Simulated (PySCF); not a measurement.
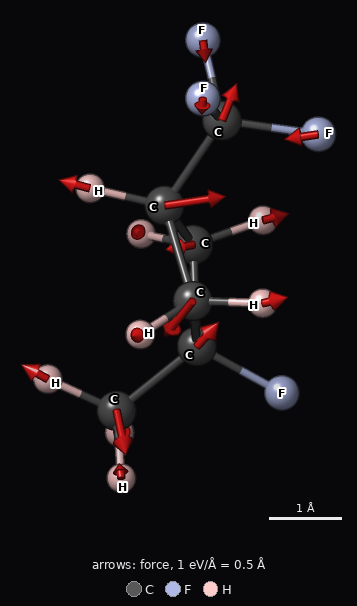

Starting geometry of C$_{6}$H$_{8}$F$_{4}$ with the computed forces as red arrows. The picture is a ball-and-stick view, seen from a free direction.

The start comes from GFN2-xTB. Its atoms were then displaced at random by about 0.01 Å.

Computed with PBE0-D3(BJ)/def2-SVP geometry optimisation, gas phase (PySCF 2.14.0, density-fitted response routines). 

What follows when this structure is relaxed?

It isn't relaxed: the largest force vector, on a C atom, is 1.78 eV/Å. The final displacements have little in common with the starting forces (cosine between the two patterns 0.10). The largest move after the best rigid fit is that of an H atom, 0.25 Å. By element the largest moves are H 0.25 Å, F 0.22 Å, C 0.14 Å. Near-neighbour distances that change, for instance: C–C 1.572 → 1.537 Å, C–H 1.073 → 1.100 Å, C–F 1.360 → 1.338 Å, C–C 1.489 → 1.509 Å. Bond angles that change, for instance: C–C–H 113.4° → 118.5°, C–C–H 115.9° → 110.9°, C–C–C 114.0° → 117.8°. The energy falls by 0.177 eV in 8 geometry steps.
